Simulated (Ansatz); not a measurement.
**BaCuSCl: relaxing a made-up structure**

This structure for BaCuSCl is made up. Its elements were placed in a known structure type with a cell scaled to their sizes. What cell does the guess relax to, and how far off was it?

Program: Ansatz 0.2.0. Level of theory: DFT, PBE, plane-wave PAW, files of the set soft_1, scalar-relativistic, ferromagnetic start, cell and ions relaxed at zero pressure; PAW set soft_1, in the first sound run; inputs show where later runs differ. Results are calculated unless marked as measured.

## 1. The structure

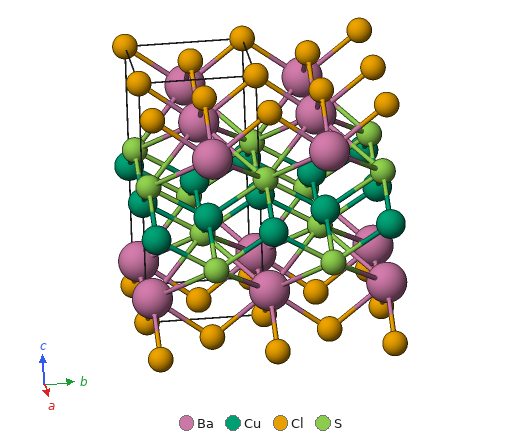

The starting structure, seen slightly off an axis (barium pink, copper teal, chlorine orange, sulfur green). 2×2×1 cells are drawn. Some periodic images of atoms are drawn too.

As a file:

```cif
data_structure
_symmetry_space_group_name_H-M 'P 1'
_symmetry_Int_Tables_number 1
_cell_length_a 4.4720
_cell_length_b 4.4720
_cell_length_c 9.5590
_cell_angle_alpha 90.000
_cell_angle_beta 90.000
_cell_angle_gamma 90.000
_cell_volume 191.17
loop_
_atom_site_label
_atom_site_type_symbol
_atom_site_fract_x
_atom_site_fract_y
_atom_site_fract_z
_atom_site_occupancy
Ba1 Ba 0.50000 0.00000 0.17810 1
Ba2 Ba 0.00000 0.50000 0.82190 1
Cu3 Cu 0.00000 0.00000 0.50000 1
Cu4 Cu 0.50000 0.50000 0.50000 1
Cl5 Cl 0.00000 0.00000 0.00000 1
Cl6 Cl 0.50000 0.50000 0.00000 1
S7 S 0.50000 0.00000 0.64370 1
S8 S 0.00000 0.50000 0.35630 1
```

## 2. Relaxation of the guess

The guessed cell has no reason to be at equilibrium. It is relaxed with the atoms, within the space group of the guess.

Contents of input.yaml:

```yaml
crystal:
  lattice:
    - [4.472, 0.0, 0.0]
    - [0.0, 4.472, 0.0]
    - [0.0, 0.0, 9.559]
  atoms:
    - { symbol: Ba, position: [0.5, 0.0, 0.1781] }
    - { symbol: Ba, position: [0.0, 0.5, 0.8219] }
    - { symbol: Cu, position: [0.0, 0.0, 0.5], spin: 0.6 }
    - { symbol: Cu, position: [0.5, 0.5, 0.5], spin: 0.6 }
    - { symbol: Cl, position: [0.0, 0.0, 0.0] }
    - { symbol: Cl, position: [0.5, 0.5, 0.0] }
    - { symbol: S, position: [0.5, 0.0, 0.6437] }
    - { symbol: S, position: [0.0, 0.5, 0.3563] }
magnetization:
  spin_polarized: true
kpoints:
  mp_grid: { grid: [6, 6, 3] }
scf:
  occupations: { method: fermi_dirac, width: 0.05 }
hamiltonian:
  xc: pbe
  pseudopotentials: { kind: paw, azcp: { folder: soft_1 } }
relax:
  f_tol: 0.015
  max_steps: 70
  cell: {}
output:
  forces: true
  stress: true
```

Launch:

```
$ ansatz run input.yaml --threads 4 --pin off --max-ram 10240MiB --backend cpu --events-out ev --progress --plain --runs-dir out
```

Numbers of over 12 decimals in the logs are rounded to 6 here.

Output:

```text
Engine: ansatz 0.2.0, aarch64-unknown-linux-gnu
Pseudopotentials: kind: paw
Pseudopotential: Ba, paw, valence charge 10, recommended cutoff 420 eV (normal), soft_1/Ba.paw.azcp
Pseudopotential: Cu, paw, valence charge 19, recommended cutoff 420 eV (normal), soft_1/Cu.paw.azcp
Pseudopotential: Cl, paw, valence charge 7, recommended cutoff 420 eV (normal), soft_1/Cl.paw.azcp
Pseudopotential: S, paw, valence charge 6, recommended cutoff 420 eV (normal), soft_1/S.paw.azcp
Functional definition: PBE
  parameter kappa = 0.804
  parameter beta = 0.066725
  exchange = pbe_x(kappa = kappa, mu = beta*pi^2/3)
  correlation = pbe_c(beta = beta)
Crystal: 8 atoms, lattice volume = 191.168 Å³
Basis set: ecut = 420 eV, 3767 PW (Γ), exchange–correlation on 60×60×128 points (8 copies of the dense FFT grid, shifted against one another)
Bands: 52, of which v1, the nominal top of the filled ones, is band 42 counted from 1 (41 counted from 0)
Symmetry: 16 space group operations
Space group: P4/nmm (ITA 129), of the structure as read, at distance tolerance 5.8e-5 Å
Magnetic group: BNS 129.411 (UNI 1071), of the structure as read, at distance tolerance 5.8e-5 Å
k-points: 20 of 108
Non-local potential: Ba, projectors of the file, l = 0: 3, l = 1: 2, l = 2: 2, l = 3: 2
Non-local potential: Cu, projectors of the file, l = 0: 3, l = 1: 2, l = 2: 3, l = 3: 1
Non-local potential: Cl, projectors of the file, l = 0: 2, l = 1: 2, l = 2: 1
Non-local potential: S, projectors of the file, l = 0: 2, l = 1: 2, l = 2: 1
PAW form: soft (Blöchl's): semilocal exchange-correlation on the pseudo side does not see the compensation charge
PAW one-centre angular grid: Ba, 194 points (default); XC on 64 Gauss nodes
PAW one-centre angular grid: Cu, 590 points (default); XC on 64 Gauss nodes
PAW one-centre angular grid: Cl, 110 points (default); XC on 64 Gauss nodes
PAW one-centre angular grid: S, 110 points (default); XC on 64 Gauss nodes
Initial density: superposition of atomic densities (chi_scale 0.1, normalization cell, long waves kept (reshape's long-wave potential 0.29 eV rms))
Starting moments: Σ|m| = 1.2 μB on 2 of 8 sites
Initial wavefunctions: pseudopotential atomic-orbital guess
Functional: x = pbe(κ = 0.804, μ = 0.219515), c = pbe(β = 0.066725)
SCF iter   1: F=—  HF=-29125.900967 eV  |F-HF|=—  |Δ(HF+E_count)|=         —  Δρ=5.80e-2 (↑5.80e-2 ↓2.03e-2)  dr2=1.30e1  dr2_m=1.13e0  M=0.012 μB ∫|m|=0.399 μB  β_m=0.30  ethr=3.10e-3  ⟨swp⟩=11.6  Hψ=10313  notcnv=0
preconditioner: auto → Kerker (q_TF=auto, 2.379 Å⁻¹)  [metal: Δε(μ)=0.107 eV  Ē_g=8.903 eV  σ=0.050 eV  W_gap=0.46  n_scr=38 (ndim 8)  ℏωp=21.5 eV  f_vac=0.000  D(μ)=0.21/eV (n_scr^D=0)]
spin=Collinear: Kerker preconditioning applied to the charge; magnetization (m = ρ↑ − ρ↓) channel mixes plain (no charge-response kernel on spin).
SCF iter   2: F=—  HF=-29124.430204 eV  |F-HF|=—  |Δ(HF+E_count)|=    1.47e0  Δρ=2.95e-2 (↑2.22e-2 ↓2.95e-2)  dr2=4.76e0  dr2_m=7.92e-1  M=0.000 μB ∫|m|=0.191 μB  β_m=0.30  ethr=3.10e-3  ⟨swp⟩=3.2  Hψ=3892  notcnv=0  defer=118
preconditioner: auto → Resta (q_TF=auto, 2.379 Å⁻¹)  ε∞=6.3  [insulator: Δε(μ)=1.068 eV  Ē_g=9.348 eV  σ=0.050 eV  W_gap=1.00  n_scr=38 (ndim 8)  ℏωp=21.5 eV  f_vac=0.000  D(μ)=0.00/eV (n_scr^D=0)  ε∞_Penn≈6.3]
spin=Collinear: Resta preconditioning applied to the charge; magnetization (m = ρ↑ − ρ↓) channel mixes plain (no charge-response kernel on spin).
SCF iter   3: F=—  HF=-29123.480778 eV  |F-HF|=—  |Δ(HF+E_count)|=   9.49e-1  Δρ=2.49e-2 (↑2.49e-2 ↓1.15e-2)  dr2=2.60e0  dr2_m=4.06e-1  M=0.000 μB ∫|m|=0.173 μB  β_m=0.30  ethr=3.10e-3  ⟨swp⟩=3.1  Hψ=3727  notcnv=0  defer=124
SCF iter   4: F=—  HF=-29122.715867 eV  |F-HF|=—  |Δ(HF+E_count)|=   7.65e-1  Δρ=1.41e-2 (↑1.13e-2 ↓1.41e-2)  dr2=3.38e-1  dr2_m=2.39e-1  M=0.000 μB ∫|m|=0.114 μB  β_m=0.30  ethr=3.10e-3  ⟨swp⟩=3.7  Hψ=4267  notcnv=0  defer=108
SCF iter   5: F=—  HF=-29122.703096 eV  |F-HF|=—  |Δ(HF+E_count)|=   1.28e-2  Δρ=1.48e-2 (↑3.85e-3 ↓1.48e-2)  dr2=2.56e-1  dr2_m=1.35e-1  M=0.000 μB ∫|m|=0.079 μB  β_m=0.30  ethr=4.02e-4  ⟨swp⟩=4.4  Hψ=4187  notcnv=0  defer=108
SCF iter   6: F=—  HF=-29122.671740 eV  |F-HF|=—  |Δ(HF+E_count)|=   3.14e-2  Δρ=8.58e-3 (↑4.45e-3 ↓8.58e-3)  dr2=4.36e-2  dr2_m=7.20e-2  M=0.000 μB ∫|m|=0.064 μB  β_m=0.30  ethr=3.05e-4  ⟨swp⟩=3.3  Hψ=3625  notcnv=0  defer=112
SCF iter   7: F=—  HF=-29122.672709 eV  |F-HF|=—  |Δ(HF+E_count)|=   9.69e-4  Δρ=7.05e-3 (↑7.05e-3 ↓2.44e-3)  dr2=2.79e-2  dr2_m=3.85e-2  M=0.000 μB ∫|m|=0.053 μB  β_m=0.30  ethr=5.19e-5  ⟨swp⟩=2.9  Hψ=3532  notcnv=0  defer=112
SCF iter   8: F=—  HF=-29122.673595 eV  |F-HF|=—  |Δ(HF+E_count)|=   8.86e-4  Δρ=4.78e-3 (↑4.78e-3 ↓2.24e-3)  dr2=8.13e-3  dr2_m=2.14e-2  M=0.000 μB ∫|m|=0.042 μB  β_m=0.30  ethr=3.32e-5  ⟨swp⟩=2.2  Hψ=3079  notcnv=0  defer=104
Mixer restart at iter 8: flushing history
spin-set hold released at iteration 8 (site moments contracting): the magnetisation degrees of freedom join the quasi-Newton model from the next iteration; the mixer history was flushed
SCF iter   9: F=—  HF=-29122.674665 eV  |F-HF|=—  |Δ(HF+E_count)|=   1.07e-3  Δρ=3.05e-3 (↑3.05e-3 ↓2.19e-3)  dr2=1.16e-3  dr2_m=1.20e-2  M=0.000 μB ∫|m|=0.033 μB  β_m=0.65  ethr=9.67e-6  ⟨swp⟩=1.7  Hψ=2188  notcnv=0  defer=104
SCF iter  10: F=—  HF=-29122.681796 eV  |F-HF|=—  |Δ(HF+E_count)|=   7.13e-3  Δρ=2.82e-3 (↑2.82e-3 ↓1.98e-3)  dr2=2.71e-2  dr2_m=3.08e-4  M=0.000 μB ∫|m|=0.010 μB  β_m=0.47  ethr=1.38e-6  ⟨swp⟩=2.8  Hψ=3881  notcnv=0  defer=104
SCF iter  11: F=—  HF=-29122.675924 eV  |F-HF|=—  |Δ(HF+E_count)|=   5.87e-3  Δρ=1.88e-4 (↑1.00e-4 ↓1.88e-4)  dr2=7.64e-5  dr2_m=6.67e-6  M=-0.000 μB ∫|m|=0.006 μB  β_m=0.73  ethr=1.38e-6  ⟨swp⟩=3.0  Hψ=4008  notcnv=0  defer=104
SCF iter  12: F=—  HF=-29122.675998 eV  |F-HF|=—  |Δ(HF+E_count)|=   7.43e-5  Δρ=1.51e-4 (↑4.77e-5 ↓1.51e-4)  dr2=4.48e-5  dr2_m=5.61e-6  M=-0.000 μB ∫|m|=0.003 μB  β_m=0.87  ethr=9.09e-8  ⟨swp⟩=2.0  Hψ=2924  notcnv=0  defer=104
SCF iter  13: F=—  HF=-29122.676002 eV  |F-HF|=—  |Δ(HF+E_count)|=   4.08e-6  Δρ=2.05e-5 (↑2.05e-5 ↓1.89e-5)  dr2=1.27e-6  dr2_m=2.03e-8  M=0.000 μB ∫|m|=0.000 μB  β_m=0.75  ethr=5.33e-8  ⟨swp⟩=2.0  Hψ=2814  notcnv=0  defer=104
SCF iter  14: F=—  HF=-29122.676005 eV  |F-HF|=—  |Δ(HF+E_count)|=   2.49e-6  Δρ=9.32e-6 (↑9.32e-6 ↓7.04e-6)  dr2=4.29e-7  dr2_m=9.82e-9  M=0.000 μB ∫|m|=0.000 μB  β_m=0.87  ethr=1.51e-9  ⟨swp⟩=2.0  Hψ=3595  notcnv=0  defer=104
[...]
Basis set: ecut = 420 eV, 3719 PW (Γ), exchange–correlation on 64×64×128 points (8 copies of the dense FFT grid, shifted against one another)
Initial wavefunctions: pseudopotential atomic-orbital guess (no wavefunctions were taken with the density)
iter 1 solved again at ethr=8.12e-6 eV; its pass at ethr=3.10e-3 eV (dr2=6.82e-3 eV) is discarded
SCF iter   1: F=—  HF=-29124.047030 eV  |F-HF|=—  |Δ(HF+E_count)|=         —  Δρ=2.09e-4 (↑2.09e-4 ↓2.09e-4)  dr2=8.99e-6  dr2_m=3.34e-13  M=0.000 μB ∫|m|=0.000 μB  β_m=0.30  ethr=8.12e-6  ⟨swp⟩=3.0  Hψ=13842  notcnv=0
eigensolver tolerance schedule: the retry pair's looser diagonalisation over-reported the residual by 758.25 of it (diagonalisation noise at an unbounded share of the residual, at the tolerance the schedule requests for it); recorded, not acted on — ethr = c·dr2/N_el stays at c = 1.0e-1
preconditioner: auto → Resta (q_TF=auto, 2.380 Å⁻¹)  ε∞=5.9  [insulator: Δε(μ)=0.563 eV  Ē_g=9.686 eV  σ=0.050 eV  W_gap=0.99  n_scr=38 (ndim 8)  ℏωp=21.5 eV  f_vac=0.025  D(μ)=0.01/eV (n_scr^D=0)  ε∞_Penn≈5.9]
spin=Collinear: Resta preconditioning applied to the charge; magnetization (m = ρ↑ − ρ↓) channel mixes plain (no charge-response kernel on spin).
SCF iter   2: F=—  HF=-29124.049366 eV  |F-HF|=—  |Δ(HF+E_count)|=   2.34e-3  Δρ=1.48e-4 (↑1.48e-4 ↓1.48e-4)  dr2=4.64e-6  dr2_m=1.83e-13  M=-0.000 μB ∫|m|=0.000 μB  β_m=0.53  ethr=1.07e-8  ⟨swp⟩=2.9  Hψ=4260  notcnv=0
SCF iter   3: F=—  HF=-29124.051425 eV  |F-HF|=—  |Δ(HF+E_count)|=   2.06e-3  Δρ=6.17e-5 (↑6.17e-5 ↓6.17e-5)  dr2=2.18e-6  dr2_m=4.62e-14  M=0.000 μB ∫|m|=0.000 μB  β_m=0.54  ethr=5.52e-9  ⟨swp⟩=2.0  Hψ=3240  notcnv=0
SCF iter   4: F=—  HF=-29124.051785 eV  |F-HF|=—  |Δ(HF+E_count)|=   3.60e-4  Δρ=5.02e-6 (↑5.02e-6 ↓5.02e-6)  dr2=3.75e-8  dr2_m=2.10e-14  M=0.000 μB ∫|m|=0.000 μB  β_m=0.53  ethr=2.59e-9  ⟨swp⟩=2.0  Hψ=2924  notcnv=0
SCF iter   5: F=—  HF=-29124.051787 eV  |F-HF|=—  |Δ(HF+E_count)|=   2.19e-6  Δρ=1.29e-6 (↑1.29e-6 ↓1.29e-6)  dr2=9.94e-9  dr2_m=7.09e-15  M=0.000 μB ∫|m|=0.000 μB  β_m=0.77  ethr=4.47e-11  ⟨swp⟩=2.1  Hψ=2931  notcnv=0
SCF iter   6: F=—  HF=-29124.051787 eV  |F-HF|=—  |Δ(HF+E_count)|=   5.27e-8  Δρ=4.76e-7 (↑4.75e-7 ↓4.76e-7)  dr2=1.06e-9  dr2_m=2.98e-15  M=0.000 μB ∫|m|=0.000 μB  β_m=0.88  ethr=1.18e-11  ⟨swp⟩=2.0  Hψ=3154  notcnv=0
SCF iter   7: F=—  HF=-29124.051637 eV  |F-HF|=—  |Δ(HF+E_count)|=   1.50e-4  Δρ=4.42e-7 (↑4.42e-7 ↓4.42e-7)  dr2=1.28e-9  dr2_m=1.91e-15  M=0.000 μB ∫|m|=0.000 μB  β_m=0.88  ethr=1.26e-12  ⟨swp⟩=3.0  Hψ=4978  notcnv=0
SCF iter   8: F=—  HF=-29124.051637 eV  |F-HF|=—  |Δ(HF+E_count)|=   2.71e-9  Δρ=3.35e-7 (↑3.35e-7 ↓3.35e-7)  dr2=7.07e-10  dr2_m=1.26e-15  M=0.000 μB ∫|m|=0.000 μB  β_m=0.94  ethr=1.26e-12  ⟨swp⟩=2.0  Hψ=2652  notcnv=0
SCF iter   9: F=—  HF=-29124.051637 eV  |F-HF|=—  |Δ(HF+E_count)|=   7.55e-9  Δρ=9.18e-7 (↑9.13e-7 ↓9.18e-7)  dr2=4.02e-9  dr2_m=3.86e-14  M=-0.000 μB ∫|m|=0.000 μB  β_m=0.76  ethr=1.00e-12  ⟨swp⟩=3.0  Hψ=3840  notcnv=0  recentre
SCF iter  10: F=—  HF=-29124.051637 eV  |F-HF|=—  |Δ(HF+E_count)|=   1.21e-8  Δρ=1.30e-7 (↑1.29e-7 ↓1.30e-7)  dr2=9.97e-11  dr2_m=3.01e-15  M=-0.000 μB ∫|m|=0.000 μB  β_m=0.88  ethr=1.00e-12  ⟨swp⟩=2.4  Hψ=3402  notcnv=0
SCF iter  11: F=-29124.051637 eV  HF=-29124.051637 eV  |F-HF|=4.37e-10  |Δ(HF+E_count)|=  4.04e-10  Δρ=1.05e-7 (↑1.05e-7 ↓1.05e-7)  dr2=5.99e-11  dr2_m=7.81e-16  M=-0.000 μB ∫|m|=0.000 μB  ethr=1.00e-12  ⟨swp⟩=4.0  Hψ=6476  notcnv=0
the starting moments were not kept: the SCF closed with an absolute magnetisation of 1.5e-8 μB, where they sum to 1.2 μB in size (2 sites). That is at most 0.1 of that sum. Measured as dr2_m measures the in/out step, that magnetisation stands 7.0e-18 eV from none, at or under the dr2_threshold of 8.0e-11 eV: it is no larger than a step whose dr2_m would equal this threshold.
SCF 8 converged in 11 iterations: F = -29124.051637 eV  dr2 = 5.99e-11
relax step   8: F+E_penalty+E_count = -29124.05163726 eV  Δ(F+E_penalty+E_count) = +1.321e-4 eV  max|allowed force component| = 8.763e-3 eV/Å  Δτ_max = 0.0000 Å  P = -0.001 GPa  Ω = 190.462 Å³  stress off target by 1.44e-2 GPa  SCF on the basis re-selected at this cell (its energy is not comparable with the rows above)  (11 SCF iters)
basis re-selected at this cell: Δ(F+E_penalty+E_count) = +1.321e-4 eV, ΔP = -0.012 GPa vs the last step (what re-selecting the basis moved, of the pressure what is left beyond the Pulay correction that the steps carried, after the strain that the cell walked since its last selection, with what the two solves' SCF thresholds leave and, on support functions, any second-order correction that the steps lacked; it is no measure of the basis error at this ecutwfc). The dense FFT grid was sized anew with the basis: this SCF ran on 32×32×64 points, the steps before it on 30×30×64, so part of this shift can come from that change (see relax.cell in the input reference). [rest of the remark cut]
SCF converged after 11 iterations
Magnetization: -0.0000 μB (42.0000 up, 42.0000 down)
Absolute magnetization: 0.0000 μB (∫|ρ↑−ρ↓|, with the PAW one-centre terms)
Spin contamination: 0.0000 ħ² per cell (⟨S²⟩ above its minimum at these occupations)
Per-site moments (μB) at R_I (Å): [(-4.0628418533617276e-10, 1.256519), (-4.062841464434623e-10, 1.256519), (1.7836738081376564e-10, 1.028426), (1.7836727250792152e-10, 1.028426), (6.829958962189801e-10, 1.256519), (6.829957099605097e-10, 1.256519), (8.959112263373418e-10, 1.028426), (8.959111159928324e-10, 1.028426)]
Free energy (F): -29124.051637 eV
Harris-Foulkes:  -29124.051637 eV  (|F-HF|=4.37e-10)
Internal energy: -29124.051489 eV  (E = F + TS)
E sigma→0 (E₀):  -29124.051563 eV
Entropy (-TS):   -0.000148 eV (-0.019 meV/atom)
Fermi energy:    8.562080 eV
--- Per-component energies (eV) ---
  E_band       = -1073.076657
  E_kinetic    = 1357.081912
  E_local      = -16690.066704  (includes V_loc(G=0)·N_el)
  E_nonlocal   = 2119.414156
  E_hartree    = 7294.420550
  E_xc         = -925.948703
  E_vxc        = -831.247309  (∫ρ·V_xc dr)
  E_paw        = -16570.212366  (= ΣΔE_a)
  E_vpaw       = -1617.101818  (= ΣTr[D̂ρ^β])
  E_aug_tail   = 0.002106  (compensation charges beyond the density's cutoff)
  E_ewald      = -5708.742441
  E_smearing   = -0.000148  (= −TS)
  E_closure    = 0.000000  (closes the sum)
  Σ components = -29124.051637   (vs F -29124.051637, Δ=0.00e0)
--- Forces (eV/Å), atoms counted from 1 ---
  atom   1  Ba    -0.00000000     0.00000000    -0.00876254
  atom   2  Ba     0.00000000    -0.00000000     0.00876254
  atom   3  Cu    -0.00000000    -0.00000000     0.00000000
  atom   4  Cu     0.00000000     0.00000000    -0.00000000
  atom   5  Cl    -0.00000000    -0.00000000     0.00000000
  atom   6  Cl     0.00000000     0.00000000    -0.00000000
  atom   7  S      0.00000000    -0.00000000     0.00260654
  atom   8  S     -0.00000000     0.00000000    -0.00260654
  max |Σ_I F_I| component: 1.73e-18 eV/Å
--- Stress (GPa, compression-positive) ---
        0.005916       0.000000      -0.000000
        0.000000       0.005916       0.000000
       -0.000000       0.000000      -0.014396
  P = ⅓ Tr σ = -0.0009 GPa (-0.009 kbar)
--- Relaxed structure (7 steps of the walk, 7 accepted, 1 SCFs on fresh bases) ---
  F+E_penalty+E_count = -29124.05163726 eV   max|allowed force component| = 8.763e-3 eV/Å   (the final SCF, on the basis selected at the relaxed cell)
  cell:  # Å, volume = 190.4620 Å³
    - [4.541939, 0, 0]
    - [0, 4.541939, 0]
    - [0, 0, 9.232638]
  atoms:
    - { symbol: Ba, position: [0.5, 0, 0.219887] }
    - { symbol: Ba, position: [0, 0.5, 0.780113] }
    - { symbol: Cu, position: [0, 0, 0.5] }
    - { symbol: Cu, position: [0.5, 0.5, 0.5] }
    - { symbol: Cl, position: [0, 0, 1.0888524799519663e-18] }
    - { symbol: Cl, position: [0.5, 0.5, 1.0888524799519653e-18] }
    - { symbol: S, position: [0.5, 0, 0.611435] }
    - { symbol: S, position: [0, 0.5, 0.388565] }
```

Wall time 56 s (4 threads of Arm Neoverse V1, shared host); peak memory 0.76 GiB.

Relaxation path:

```csv
step,energy less that of the first step (eV),largest force component (eV/Å),pressure (GPa),volume (Å³)
1,0.0000,3.3506,2.56,191.17
2,-0.9524,1.2869,-0.51,193.04
3,-1.3282,0.1063,-0.07,188.98
4,-1.3578,0.0454,0.06,189.02
5,-1.3745,0.0418,0.10,189.40
6,-1.3757,0.0198,-0.01,190.54
7,-1.3758,0.0086,0.01,190.46
8*,-1.3756,0.0088,0.00,190.46
```

Relaxation steps marked * repeat the geometry before them on a plane-wave basis chosen anew for their cell, so energy and pressure can jump there.

Forces are held to the 16 operations that the run works with; a distortion that breaks them can't arise in this run.

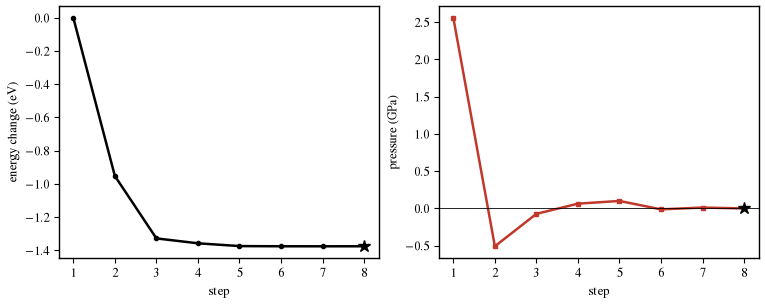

Energy and pressure along the relaxation. Stars mark steps on a basis chosen anew.

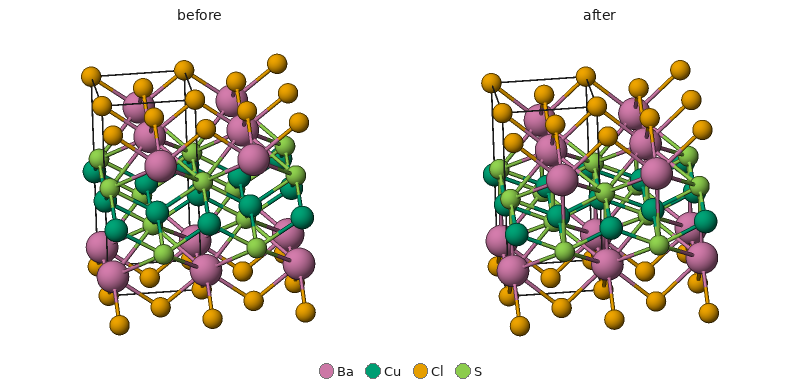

The structure before and after the relaxation, drawn at the same scale.

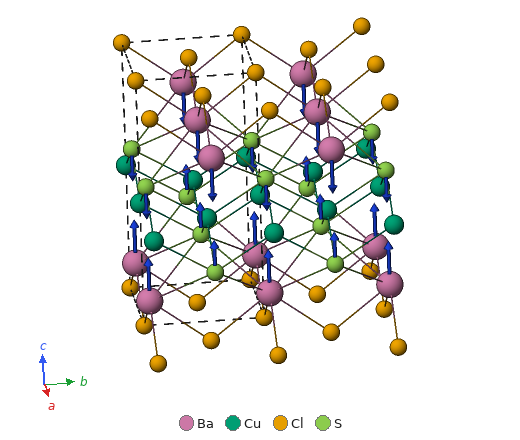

Displacements in the relaxation, exaggerated, measured against the changing cell; the longest in the cell stands for 0.39 Å. 2×2×1 cells are drawn. Some periodic images of atoms are drawn too.

```csv
"conventional cell, symmetrised",before,after,change
a (Å),4.472,4.542,+1.6 %
b (Å),4.472,4.542,+1.6 %
c (Å),9.559,9.233,-3.4 %
volume (Å³/atom),23.90,23.81,-0.4 %
```

The atoms that moved most (Å, as changes of fractional coordinates times the final cell):

```csv
atom,dx,dy,dz,length
Ba2,0.000,0.000,-0.386,0.386
Ba1,0.000,0.000,0.386,0.386
S7,0.000,0.000,-0.298,0.298
S8,0.000,0.000,0.298,0.298
```

This step gave:

| Property | Result |
| --- | --- |
| free energy | -29124.0516 eV |
| energy at zero smearing | -29124.0516 eV |
| Fermi energy | 8.562 eV |
| gap by band count | 0.5626 eV |
| electrons | 84 |
| symmetry operations | 16 |
| pressure | -8.55e-4 GPa |

Shortest distances by pair of elements, guess and relaxed (not always the same contact):

```csv
pair,guess (Å),relaxed (Å)
Cu–S,2.624,2.493
Ba–Cl,2.810,3.046
Cu–Cu,3.162,3.212
Cl–Cl,3.162,3.212
Ba–Cu,3.804,3.442
```

The relaxation ends with a largest force component of 0.0088 eV/Å and a pressure of 0.00 GPa. The starting moments have collapsed: the run ends non-magnetic.

(Part 1 of 2 ends here.)

[Logs are printed without paths, hosts, clocks, repeated set-up lines and the standing remarks that a program may print on its own settings, such as how far it seeks lower states.]

[Hosts, paths, dates, database ids (printed as entryN), source tags and the programs' standing remarks are cut or masked in the printed files.]
